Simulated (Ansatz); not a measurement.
# BClFGaH₂: what the fields show

Input file:

```
crystal:
  periodic: [false, false, false]
  atoms:
    - {symbol: B, position_ang: [0.989640, -0.555593, 0.362127]}
    - {symbol: Cl, position_ang: [-0.868357, -1.298426, 0.602151]}
    - {symbol: F, position_ang: [0.648990, 0.798566, -0.081259]}
    - {symbol: Ga, position_ang: [-1.474043, 0.987790, -0.147303]}
    - {symbol: H, position_ang: [1.487343, -1.203135, -0.527948]}
    - {symbol: H, position_ang: [1.484287, -0.551661, 1.464200]}
basis:
  gaussian: {orbitals: def2-TZVPD}
hamiltonian: {xc: {name: PBE0}}
output: {forces: true, orbitals: {seedname: orbitals}}
```

Launched as:

```sh
ansatz run input.yaml --threads 2 --pin off --max-ram 4350MiB --events-out events.jsonl --progress --plain --runs-dir runs
```

Geometry: PBE0-D3(BJ)/def2-SVP.

These are results of isolated molecule in a Gaussian basis; Kohn-Sham density functional theory, functional PBE0 (Ansatz), not measurements.

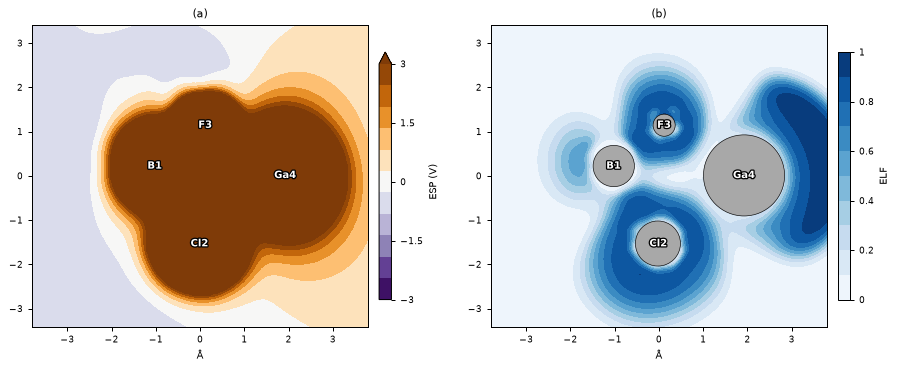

Figure 1. (a) electrostatic potential; (b) ELF on the plane of atoms B1, F3 and Ga4. Grey discs cover the atomic cores in the ELF map.

Q: Interpret the plot.

A: Atoms in the plane: B, Cl, F and Ga. B–F (1.47 Å): the ELF peaks at about 0.85 between the atoms (a polar covalent bond). B–Cl (2.02 Å): the ELF peaks at about 0.90 between the atoms; a polar covalent bond. Ga–F (2.13 Å): the ELF peaks at about 0.85 in the valence shell of F, 0.6 Å from its nucleus, and is about 0.15 at the midpoint. Ga–Cl (2.48 Å): the ELF peaks at about 0.85 in the valence shell of Cl, 0.8 Å from its nucleus, and is about 0.50 at the midpoint. The ELF also peaks beside Cl2 and F3, away from the bonds: lone-pair regions. Outside the dense part of the molecule the potential is most negative (−0.7 V) near H6, which lies off the plane.

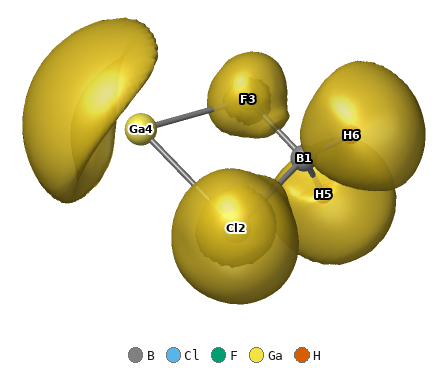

Figure 2. Isosurface of the electron localisation function at 0.75 (yellow), seen at a tilt. Core shells and regions of very low density are left out.

Q: What do the ELF domains correspond to?

A: The ELF exceeds this value in two regions around hydrogen nuclei, one region on Cl in which the atom's valence shell and bonds are merged, one region on F in which the atom's valence shell and bonds are merged and one lobe on Ga, pointing away from the bonds (lone pairs).

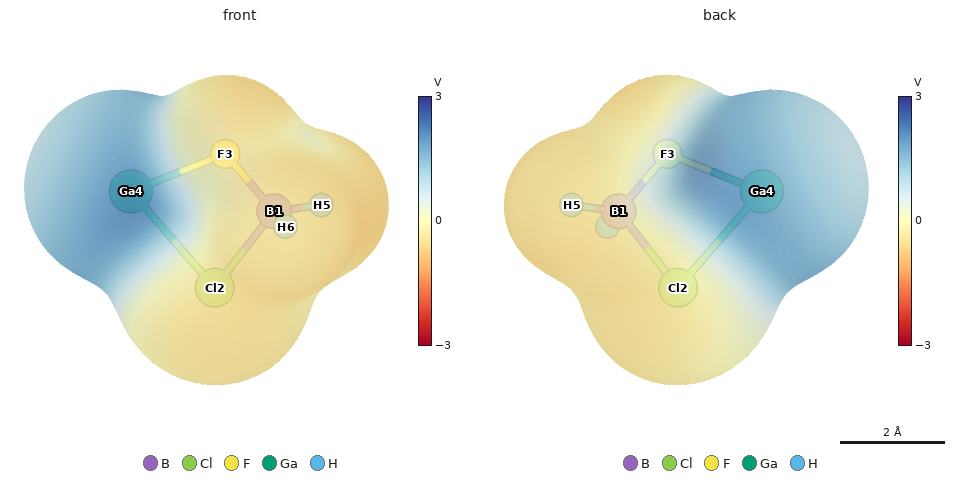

Figure 3. The molecular electrostatic potential painted on the density surface at 0.002 e/bohr³, seen from the front and from behind; the colour scale runs from red (negative) to blue (positive).

Q: Where is the surface potential most negative and most positive?

A: The most negative region (about −0.7 V, or −16 kcal/mol for a unit charge) lies over H5 and H6, the most positive (about +2.1 V, or +48 kcal/mol for a unit charge) over Ga4.

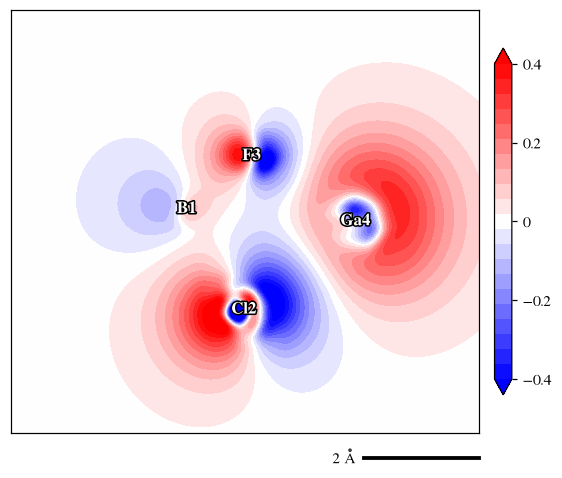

Figure 4. The HOMO on the plane of atoms B1, F3 and Ga4 (values in Å⁻³ᐟ²; the overall sign is arbitrary).

Q: Describe this orbital and give its energy.

A: By Hirshfeld shares it lies mainly on Ga4 (about 60 %) and Cl2 (about 30 %). Its energy is −7.97 eV.
